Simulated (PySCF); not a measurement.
# CH7GeNS: electronic excitations at several levels of theory, part 1 of 2

Aim: compute the electronic excitations of CH7GeNS (`C[NH][GeH2][SH]`) at several levels, and see how far they spread and what each costs.

Programs: PySCF 2.14.0, with density-fitted response routines of our own. Each step states its level of theory. These are calculated values for one molecule in the gas phase, unless marked as measured. Atoms are numbered from 0 throughout.

## Step 1: Starting geometry

11 atoms, charge 0, multiplicity 1; geometry from: GFN2-xTB.

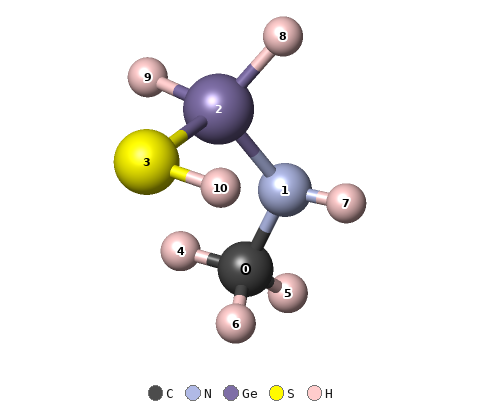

As it starts; carbon dark grey, nitrogen light blue, germanium purple, sulfur yellow, hydrogen pink, atoms numbered.

## Step 2: Relaxing the molecule at PBE0-D3(BJ)/def2-SVP

The job: settings as JSON, then the geometry in Å.

```
{"job": {"xc": "PBE0", "basis": "def2-SVP", "d3": "d3bj", "grid": 1, "kind": "geom"}, "charge": 0, "multiplicity": 1}
C     -1.550240    -0.369107     0.267783
N     -0.606332     0.406879    -0.518158
Ge     1.064329     0.774508     0.080830
S      2.338046    -1.002068     0.517124
H     -1.438569    -0.088647     1.314881
H     -2.569162    -0.137106    -0.046036
H     -1.395874    -1.450685     0.184855
H     -0.697272     0.196728    -1.502811
H      1.679494     1.641594    -0.985038
H      0.899944     1.494534     1.386568
H      2.281060    -1.463958    -0.725962
```

Output:

```text
step   0  E = -2571.32058555  max force = 0.013373
step   1  E = -2571.32261566  max force = 0.005187
step   2  E = -2571.32282437  max force = 0.000793
step   3  E = -2571.32284369  max force = 0.000383
step   4  E = -2571.32289038  max force = 0.001714
step   5  E = -2571.32290687  max force = 0.001431
step   6  E = -2571.32291633  max force = 0.000419
optimisation converged
```

It took 40 s on 1 thread, shared host.

The steps of the relaxation:

| step | energy from step 0 (eV) | largest force component (eV/Å) |
| --- | --- | --- |
| 0 | 0.0000 | 0.6877 |
| 1 | -0.0552 | 0.2667 |
| 2 | -0.0609 | 0.0408 |
| 3 | -0.0614 | 0.0197 |
| 4 | -0.0627 | 0.0881 |
| 5 | -0.0632 | 0.0736 |
| 6 | -0.0634 | 0.0215 |

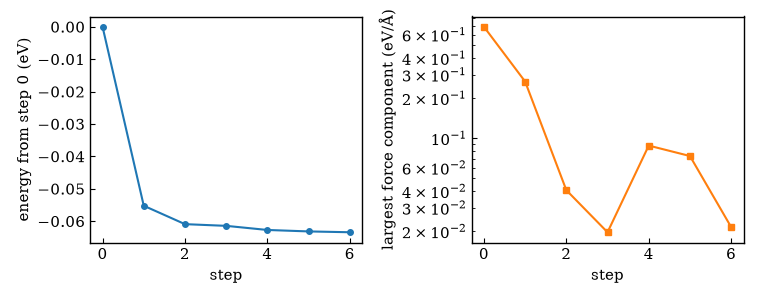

Energy and force, step by step.

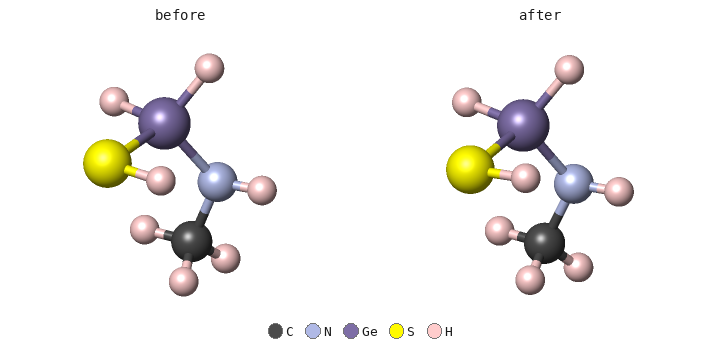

Before and after, at one scale.

Distances of close pairs at the start and the end, largest changes first:

| bond | before (Å) | after (Å) | change (Å) |
| --- | --- | --- | --- |
| Ge2–H9 | 1.500 | 1.535 | +0.035 |
| Ge2–H8 | 1.505 | 1.537 | +0.031 |
| S3–H10 | 1.327 | 1.351 | +0.023 |
| Ge2–S3 | 2.229 | 2.245 | +0.016 |
| C0–H4 | 1.090 | 1.102 | +0.012 |
| N1–Ge2 | 1.812 | 1.825 | +0.012 |
| C0–H6 | 1.096 | 1.108 | +0.012 |
| C0–H5 | 1.091 | 1.102 | +0.011 |

The end geometry stands in the next job.

| at the end point | value |
| --- | --- |
| point group (found at 0.08 Å tolerance) | C1 |
| rotational constants (GHz, main isotopes) | 5.291, 2.304, 1.744 |
| dipole moment (D) | 1.85 |

## Step 3: Excited states and response: HF/def2-SVPD

The job: settings as JSON, then the geometry in Å.

```
{"job": {"kind": "uv", "xc": "HF", "basis": "def2-SVPD", "ip": true}, "charge": 0, "multiplicity": 1}
C     -1.428117    -0.434859     0.498324
N     -0.573626     0.397353    -0.320123
Ge     1.145390     0.723417     0.197379
S      2.370243    -1.125327     0.547920
H     -1.398200    -0.085397     1.543254
H     -2.476371    -0.355719     0.167376
H     -1.152308    -1.507639     0.508670
H     -0.675426     0.205588    -1.312505
H      1.786178     1.583507    -0.903239
H      1.113720     1.391496     1.579012
H      2.437040    -1.459462    -0.759027
```

Level: TDDFT HF/def2-SVPD, vertical, gas phase, core orbitals frozen in the response.

Output:

```text
final grid: 84592 points
cycle   1  E = -2568.8127755061  dE = -4.496e-01  |g| = 4.037e-01  |ddm| = 3.731e+00
cycle   2  E = -2568.8627906058  dE = -5.002e-02  |g| = 1.772e-01  |ddm| = 9.354e-01
cycle   3  E = -2568.8692229827  dE = -6.432e-03  |g| = 5.328e-02  |ddm| = 2.745e-01
cycle   4  E = -2568.8700497339  dE = -8.268e-04  |g| = 1.207e-02  |ddm| = 1.289e-01
cycle   5  E = -2568.8701151988  dE = -6.546e-05  |g| = 3.285e-03  |ddm| = 3.513e-02
cycle   6  E = -2568.8701238112  dE = -8.612e-06  |g| = 1.035e-03  |ddm| = 1.176e-02
cycle   7  E = -2568.8701246195  dE = -8.083e-07  |g| = 4.207e-04  |ddm| = 2.970e-03
cycle   8  E = -2568.8701247200  dE = -1.004e-07  |g| = 1.015e-04  |ddm| = 1.159e-03
cycle   9  E = -2568.8701247272  dE = -7.253e-09  |g| = 3.285e-05  |ddm| = 3.699e-04
cycle  10  E = -2568.8701247280  dE = -8.072e-10  |g| = 1.025e-05  |ddm| = 1.317e-04
converged SCF energy = -2568.8701247280

Static polarisability (au): isotropic 69.751, principal 61.763 68.647 78.842

Singlet excitations
state   eV       nm        f      main configurations
  1   6.4493    192.2   0.00310   H->L 0.22, H->L+9 0.16, H->L+4 0.12
  2   6.9534    178.3   0.06979   H->L 0.30, H->L+1 0.23, H-1->L+1 0.15
  3   7.1768    172.8   0.02462   H-1->L 0.34, H->L+2 0.13, H->L+1 0.10
  4   8.0284    154.4   0.11398   H-1->L+1 0.22, H-1->L 0.14, H->L+1 0.13
  5   8.0886    153.3   0.05477   H-1->L+4 0.09, H-1->L+1 0.09
  6   8.4160    147.3   0.02970   H->L+2 0.42, H-1->L+2 0.20, H->L+1 0.10
  7   8.5143    145.6   0.05287   H->L+5 0.21, H->L+3 0.16, H-1->L+1 0.10
  8   8.5756    144.6   0.01044   H->L+5 0.13, H->L 0.10, H->L+7 0.09
  9   8.6589    143.2   0.01857   H->L+3 0.33, H-1->L+5 0.15, H->L+7 0.10
 10   8.7592    141.5   0.13483   H->L+6 0.28, H->L+7 0.12, H-1->L+3 0.10

Triplet excitations (Tamm-Dancoff, eV): 5.8554 6.3411 6.6469 6.8542
Vertical ionisation energy (delta-SCF) = 8.6005 eV
```

Wall time 16 s (1 thread, shared host).

Frontier orbitals and where they lie:

| orbital | eV | atoms |
| --- | --- | --- |
| HOMO−3 | -12.98 | Ge2 34 %, H9 31 %, S3 10 % |
| HOMO−2 | -12.25 | S3 47 %, Ge2 19 %, N1 10 % |
| HOMO−1 | -10.38 | S3 46 %, N1 24 %, Ge2 11 % |
| HOMO | -9.96 | S3 52 %, N1 28 %, Ge2 5 % |
| LUMO | 2.14 | S3 34 %, Ge2 31 %, H10 10 % |
| LUMO+1 | 2.44 | S3 46 %, Ge2 27 %, H8 9 % |
| LUMO+2 | 2.86 | S3 68 %, Ge2 13 %, H7 6 % |

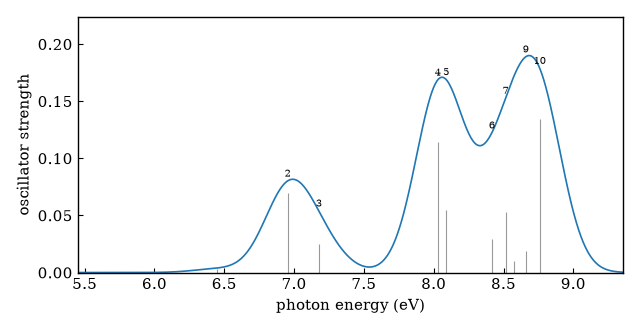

Absorption spectrum from the 10 singlet states computed; above the last one it falls off for lack of states. Lines are broadened to a width of 0.40 eV (Gaussian).

Further results of this job:

| property | computed |
| --- | --- |
| dipole moment (D) | 1.72 |
| polarisability (Å³) | 10.34 |
| HOMO–LUMO gap (eV) | 12.10 |
| −ε(HOMO) (eV) | 9.96 |

## Step 4: Excited states and response: LDA/def2-SVPD

Settings changed since step 3:

```diff
@@ -1,2 +1,2 @@
-{"job": {"kind": "uv", "xc": "HF", "basis": "def2-SVPD", "ip": true}, "charge": 0, "multiplicity": 1}
+{"job": {"kind": "uv", "xc": "LDA", "basis": "def2-SVPD", "ip": true}, "charge": 0, "multiplicity": 1}
 C     -1.428117    -0.434859     0.498324
```

Method: TDDFT LDA/def2-SVPD, vertical, gas phase, core orbitals frozen in the response.

Output:

```text
coarse grid: 41336 points
cycle   1  E = -2566.3849458765  dE = -4.451e-01  |g| = 7.455e-01  |ddm| = 4.021e+00
cycle   2  E = -2566.1184588100  dE =  2.665e-01  |g| = 1.336e+00  |ddm| = 2.675e+00
cycle   3  E = -2566.4570287547  dE = -3.386e-01  |g| = 2.924e-01  |ddm| = 2.170e+00
cycle   4  E = -2566.4761897248  dE = -1.916e-02  |g| = 5.328e-02  |ddm| = 4.555e-01
cycle   5  E = -2566.4767538877  dE = -5.642e-04  |g| = 2.481e-02  |ddm| = 1.104e-01
cycle   6  E = -2566.4769677836  dE = -2.139e-04  |g| = 4.611e-03  |ddm| = 4.497e-02
cycle   7  E = -2566.4769752279  dE = -7.444e-06  |g| = 1.149e-03  |ddm| = 9.003e-03
final grid: 84592 points
cycle   8  E = -2566.4769434818  dE =  5.422e-07  |g| = 1.960e-03  |ddm| = 7.075e-03
cycle   9  E = -2566.4769411493  dE =  2.333e-06  |g| = 3.787e-03  |ddm| = 7.070e-03
cycle  10  E = -2566.4769443297  dE = -3.180e-06  |g| = 5.472e-04  |ddm| = 5.150e-03
cycle  11  E = -2566.4769444110  dE = -8.124e-08  |g| = 5.099e-05  |ddm| = 8.604e-04
cycle  12  E = -2566.4769444117  dE = -7.431e-10  |g| = 1.049e-05  |ddm| = 7.764e-05
converged SCF energy = -2566.4769444117

Static polarisability (au): isotropic 80.473, principal 68.376 79.041 94.003

Singlet excitations
state   eV       nm        f      main configurations
  1   4.7785    259.5   0.00100   H->L 0.82, H->L+1 0.17
  2   5.1195    242.2   0.07143   H->L+1 0.73, H->L 0.15
  3   5.4403    227.9   0.00346   H-1->L 0.55, H->L+2 0.36
  4   5.4821    226.2   0.03623   H->L+2 0.49, H-1->L+1 0.27, H-1->L 0.15
  5   5.5394    223.8   0.02646   H-1->L+1 0.64, H-1->L 0.27
  6   6.0534    204.8   0.02207   H-1->L+2 0.86
  7   6.0852    203.7   0.00223   H->L+3 0.89
  8   6.1768    200.7   0.01535   H->L+4 0.70, H->L+5 0.25
  9   6.2685    197.8   0.01479   H->L+5 0.70, H->L+4 0.18
 10   6.5501    189.3   0.03455   H->L+6 0.97

Triplet excitations (Tamm-Dancoff, eV): 4.6127 4.7110 5.1908 5.1983
Vertical ionisation energy (delta-SCF) = 8.6230 eV
```

It took 42 s on 1 thread, shared host.

In short: HOMO -5.65 eV, LUMO -0.90 eV; lowest singlet 4.78 eV.

## Step 5: Excited states and response: PBE/def2-SVPD

Settings changed since step 4:

```diff
@@ -1,2 +1,2 @@
-{"job": {"kind": "uv", "xc": "LDA", "basis": "def2-SVPD", "ip": true}, "charge": 0, "multiplicity": 1}
+{"job": {"kind": "uv", "xc": "PBE", "basis": "def2-SVPD", "ip": true}, "charge": 0, "multiplicity": 1}
 C     -1.428117    -0.434859     0.498324
```

Method: TDDFT PBE/def2-SVPD, vertical, gas phase, core orbitals frozen in the response.

Output:

```text
coarse grid: 41336 points
cycle   1  E = -2571.1410177987  dE = -4.513e-01  |g| = 7.065e-01  |ddm| = 4.035e+00
cycle   2  E = -2570.9000372514  dE =  2.410e-01  |g| = 1.267e+00  |ddm| = 2.798e+00
cycle   3  E = -2571.2121555853  dE = -3.121e-01  |g| = 2.560e-01  |ddm| = 2.243e+00
cycle   4  E = -2571.2271505781  dE = -1.499e-02  |g| = 4.802e-02  |ddm| = 4.322e-01
cycle   5  E = -2571.2276299223  dE = -4.793e-04  |g| = 2.058e-02  |ddm| = 1.003e-01
cycle   6  E = -2571.2277807373  dE = -1.508e-04  |g| = 3.892e-03  |ddm| = 3.745e-02
cycle   7  E = -2571.2277860259  dE = -5.289e-06  |g| = 7.915e-04  |ddm| = 7.511e-03
final grid: 84592 points
cycle   8  E = -2571.2277615707  dE =  1.542e-07  |g| = 1.246e-03  |ddm| = 7.354e-03
cycle   9  E = -2571.2277607339  dE =  8.368e-07  |g| = 2.284e-03  |ddm| = 4.705e-03
cycle  10  E = -2571.2277619321  dE = -1.198e-06  |g| = 3.430e-04  |ddm| = 3.361e-03
cycle  11  E = -2571.2277619637  dE = -3.163e-08  |g| = 3.973e-05  |ddm| = 5.894e-04
cycle  12  E = -2571.2277619641  dE = -4.366e-10  |g| = 6.985e-06  |ddm| = 5.804e-05
converged SCF energy = -2571.2277619641

Static polarisability (au): isotropic 79.122, principal 67.156 77.724 92.487

Singlet excitations
state   eV       nm        f      main configurations
  1   4.8269    256.9   0.00094   H->L 0.93
  2   5.1635    240.1   0.07011   H->L+1 0.83
  3   5.4887    225.9   0.00091   H->L+2 0.50, H-1->L 0.48
  4   5.5267    224.3   0.03719   H-1->L 0.42, H->L+2 0.39, H-1->L+1 0.11
  5   5.6058    221.2   0.02561   H-1->L+1 0.88
  6   6.0561    204.7   0.00685   H->L+3 0.98
  7   6.1009    203.2   0.01564   H-1->L+2 0.88
  8   6.2276    199.1   0.02918   H->L+4 0.73, H->L+5 0.20
  9   6.3042    196.7   0.00467   H->L+5 0.77, H->L+4 0.14
 10   6.4945    190.9   0.04264   H->L+6 0.95

Triplet excitations (Tamm-Dancoff, eV): 4.6349 4.7408 5.1849 5.2221
Vertical ionisation energy (delta-SCF) = 8.4728 eV
```

Wall time 62 s (1 thread, shared host).

This run: HOMO -5.54 eV, LUMO -0.74 eV; lowest singlet 4.83 eV.

## Step 6: TDDFT and polarisability: B3LYP/def2-SVPD

Settings changed since step 5:

```diff
@@ -1,2 +1,2 @@
-{"job": {"kind": "uv", "xc": "PBE", "basis": "def2-SVPD", "ip": true}, "charge": 0, "multiplicity": 1}
+{"job": {"kind": "uv", "xc": "B3LYP", "basis": "def2-SVPD", "ip": true}, "charge": 0, "multiplicity": 1}
 C     -1.428117    -0.434859     0.498324
```

Method: TDDFT B3LYP/def2-SVPD, vertical, gas phase, core orbitals frozen in the response.

Output:

```text
coarse grid: 41336 points
cycle   1  E = -2571.8489171691  dE = -4.586e-01  |g| = 5.902e-01  |ddm| = 3.997e+00
cycle   2  E = -2571.7737609902  dE =  7.516e-02  |g| = 8.510e-01  |ddm| = 2.083e+00
cycle   3  E = -2571.9088497496  dE = -1.351e-01  |g| = 1.134e-01  |ddm| = 1.309e+00
cycle   4  E = -2571.9116332648  dE = -2.784e-03  |g| = 2.915e-02  |ddm| = 1.955e-01
cycle   5  E = -2571.9118179418  dE = -1.847e-04  |g| = 6.064e-03  |ddm| = 4.671e-02
cycle   6  E = -2571.9118299470  dE = -1.201e-05  |g| = 1.393e-03  |ddm| = 1.330e-02
cycle   7  E = -2571.9118306242  dE = -6.772e-07  |g| = 2.253e-04  |ddm| = 2.739e-03
final grid: 84592 points
cycle   8  E = -2571.9118112609  dE = -5.679e-08  |g| = 2.100e-04  |ddm| = 5.165e-03
cycle   9  E = -2571.9118112583  dE =  2.552e-09  |g| = 2.310e-04  |ddm| = 6.947e-04
cycle  10  E = -2571.9118112772  dE = -1.882e-08  |g| = 2.363e-05  |ddm| = 3.444e-04
cycle  11  E = -2571.9118112773  dE = -1.046e-10  |g| = 7.729e-06  |ddm| = 4.298e-05
converged SCF energy = -2571.9118112773

Static polarisability (au): isotropic 76.535, principal 65.819 75.176 88.611

Singlet excitations
state   eV       nm        f      main configurations
  1   5.4043    229.4   0.00587   H->L 0.89
  2   5.6639    218.9   0.06582   H->L+1 0.67, H-1->L+1 0.16
  3   5.8116    213.3   0.02688   H-1->L 0.66, H->L+2 0.18, H->L+1 0.11
  4   5.9551    208.2   0.03761   H-1->L+1 0.76, H->L+1 0.12
  5   6.0661    204.4   0.01181   H->L+2 0.75, H-1->L 0.15
  6   6.6154    187.4   0.00181   H->L+3 0.78, H-1->L+2 0.14
  7   6.6281    187.1   0.03107   H-1->L+2 0.68, H->L+3 0.16
  8   6.8179    181.9   0.02596   H->L+5 0.47, H->L+4 0.35, H->L+6 0.10
  9   6.8403    181.3   0.00371   H->L+4 0.57, H->L+5 0.31
 10   7.0933    174.8   0.03618   H->L+6 0.60, H-1->L+3 0.14

Triplet excitations (Tamm-Dancoff, eV): 5.0935 5.2356 5.4840 5.5147
Vertical ionisation energy (delta-SCF) = 8.7310 eV
```

Run time: 43 s. Hardware: 1 thread, shared host.

This run: HOMO -6.62 eV, LUMO -0.25 eV; lowest singlet 5.40 eV.

## Step 7: TDDFT and polarisability: PBE0/def2-SVPD

Settings changed since step 6:

```diff
@@ -1,2 +1,2 @@
-{"job": {"kind": "uv", "xc": "B3LYP", "basis": "def2-SVPD", "ip": true}, "charge": 0, "multiplicity": 1}
+{"job": {"kind": "uv", "xc": "PBE0", "basis": "def2-SVPD", "ip": true}, "charge": 0, "multiplicity": 1}
 C     -1.428117    -0.434859     0.498324
```

With the program's defaults for keys left out, this is: TDDFT PBE0/def2-SVPD, vertical, gas phase, core orbitals frozen in the response.

Output:

```text
coarse grid: 41336 points
cycle   1  E = -2571.2819432248  dE = -4.743e-01  |g| = 5.173e-01  |ddm| = 3.869e+00
cycle   2  E = -2571.2447814638  dE =  3.716e-02  |g| = 6.832e-01  |ddm| = 1.688e+00
cycle   3  E = -2571.3299794882  dE = -8.520e-02  |g| = 7.810e-02  |ddm| = 9.751e-01
cycle   4  E = -2571.3312627378  dE = -1.283e-03  |g| = 2.657e-02  |ddm| = 1.470e-01
cycle   5  E = -2571.3314201792  dE = -1.574e-04  |g| = 4.343e-03  |ddm| = 4.030e-02
cycle   6  E = -2571.3314257186  dE = -5.539e-06  |g| = 1.101e-03  |ddm| = 1.039e-02
final grid: 84592 points
cycle   7  E = -2571.3314088813  dE = -4.209e-09  |g| = 1.221e-03  |ddm| = 5.133e-03
cycle   8  E = -2571.3314087672  dE =  1.141e-07  |g| = 1.483e-03  |ddm| = 3.800e-03
cycle   9  E = -2571.3314093236  dE = -5.564e-07  |g| = 1.314e-04  |ddm| = 1.927e-03
cycle  10  E = -2571.3314093271  dE = -3.507e-09  |g| = 2.385e-05  |ddm| = 2.071e-04
cycle  11  E = -2571.3314093273  dE = -1.401e-10  |g| = 4.269e-06  |ddm| = 3.835e-05
converged SCF energy = -2571.3314093273

Static polarisability (au): isotropic 75.514, principal 65.000 74.244 87.297

Singlet excitations
state   eV       nm        f      main configurations
  1   5.6358    220.0   0.00745   H->L 0.87
  2   5.8803    210.8   0.05862   H->L+1 0.54, H-1->L+1 0.21, H-1->L 0.09
  3   6.0273    205.7   0.03504   H-1->L 0.56, H->L+2 0.21, H->L+1 0.18
  4   6.1987    200.0   0.04654   H-1->L+1 0.69, H->L+1 0.19
  5   6.3039    196.7   0.01019   H->L+2 0.68, H-1->L 0.19
  6   6.8673    180.5   0.03022   H-1->L+2 0.75
  7   6.8789    180.2   0.00668   H->L+3 0.84
  8   7.0057    177.0   0.01398   H->L+5 0.65, H->L+6 0.15, H->L+3 0.10
  9   7.0756    175.2   0.01316   H->L+4 0.84
 10   7.3436    168.8   0.03787   H->L+6 0.55, H-1->L+3 0.12, H->L+5 0.09

Triplet excitations (Tamm-Dancoff, eV): 5.2641 5.4129 5.6583 5.6932
Vertical ionisation energy (delta-SCF) = 8.7369 eV
```

Run time: 69 s. Hardware: 1 thread, shared host.

This run: HOMO -6.84 eV, LUMO 0.02 eV; lowest singlet 5.64 eV.

## Step 8: Excited states and response: BHandHLYP/def2-SVPD

Settings changed since step 7:

```diff
@@ -1,2 +1,2 @@
-{"job": {"kind": "uv", "xc": "PBE0", "basis": "def2-SVPD", "ip": true}, "charge": 0, "multiplicity": 1}
+{"job": {"kind": "uv", "xc": "BHandHLYP", "basis": "def2-SVPD", "ip": true}, "charge": 0, "multiplicity": 1}
 C     -1.428117    -0.434859     0.498324
```

Method: TDDFT BHandHLYP/def2-SVPD, vertical, gas phase, core orbitals frozen in the response.

Output:

```text
coarse grid: 41336 points
cycle   1  E = -2571.7168827329  dE = -4.659e-01  |g| = 4.406e-01  |ddm| = 3.835e+00
cycle   2  E = -2571.7260086321  dE = -9.126e-03  |g| = 4.338e-01  |ddm| = 1.334e+00
cycle   3  E = -2571.7590320913  dE = -3.302e-02  |g| = 4.145e-02  |ddm| = 5.903e-01
cycle   4  E = -2571.7593078835  dE = -2.758e-04  |g| = 2.658e-02  |ddm| = 1.060e-01
cycle   5  E = -2571.7594877924  dE = -1.799e-04  |g| = 3.703e-03  |ddm| = 3.828e-02
cycle   6  E = -2571.7594910656  dE = -3.273e-06  |g| = 1.139e-03  |ddm| = 1.022e-02
final grid: 84592 points
cycle   7  E = -2571.7594786032  dE = -2.312e-07  |g| = 8.732e-04  |ddm| = 3.650e-03
cycle   8  E = -2571.7594786682  dE = -6.503e-08  |g| = 7.275e-04  |ddm| = 2.185e-03
cycle   9  E = -2571.7594787722  dE = -1.040e-07  |g| = 5.908e-05  |ddm| = 9.052e-04
cycle  10  E = -2571.7594787731  dE = -9.641e-10  |g| = 1.936e-05  |ddm| = 1.037e-04
converged SCF energy = -2571.7594787731

Static polarisability (au): isotropic 73.158, principal 63.766 71.890 83.819

Singlet excitations
state   eV       nm        f      main configurations
  1   5.9947    206.8   0.00783   H->L 0.47, H-1->L 0.15
  2   6.2097    199.7   0.04801   H->L 0.31, H-1->L+1 0.26, H->L+1 0.16
  3   6.3446    195.4   0.02892   H-1->L 0.46, H->L+1 0.23, H->L+2 0.16
  4   6.8105    182.0   0.08828   H->L+1 0.44, H-1->L+1 0.34, H-1->L+2 0.09
  5   6.9338    178.8   0.00474   H->L+2 0.48, H-1->L 0.16, H->L 0.12
  6   7.4076    167.4   0.04741   H-1->L+2 0.39, H->L+3 0.12, H-1->L+1 0.11
  7   7.4577    166.2   0.00231   H->L+3 0.60
  8   7.6071    163.0   0.00670   H->L+6 0.52, H->L+4 0.23, H->L+7 0.11
  9   7.6648    161.8   0.02190   H->L+5 0.32, H->L+4 0.26, H->L+3 0.11
 10   7.8492    158.0   0.03177   H->L+6 0.25, H-1->L+3 0.20, H-1->L+5 0.09

Triplet excitations (Tamm-Dancoff, eV): 5.6054 5.6731 5.9636 6.1869
Vertical ionisation energy (delta-SCF) = 8.7661 eV
```

Run time: 51 s. Hardware: 1 thread, shared host.

Key values: HOMO -8.06 eV, LUMO 0.60 eV; lowest singlet 5.99 eV.

(Continued in part 2 of 2.)
